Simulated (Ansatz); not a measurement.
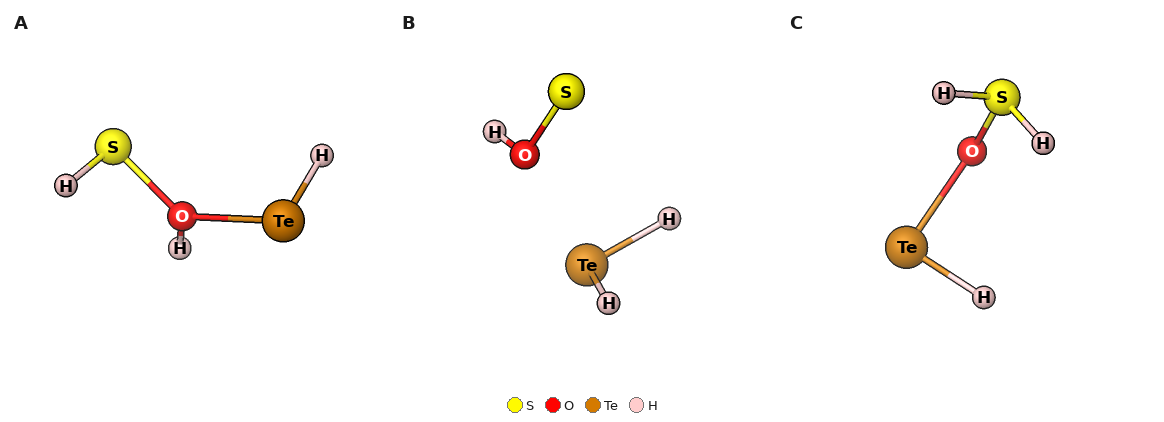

3 stationary structures of one formula. Charge +1, singlet. Geometries: PBE0-D4/def2-TZVP. Electronic energies: RHF-CCSD(T) (frozen core)/def2-TZVPP (Ansatz 0.2.0), without zero-point energy. No frequency run is at hand to confirm each as a minimum.

> Which is lowest in energy, and by how much?

C is lowest (C1); A lies 1.5 kcal/mol above it (C1), B lies 29.3 kcal/mol above it (C1).
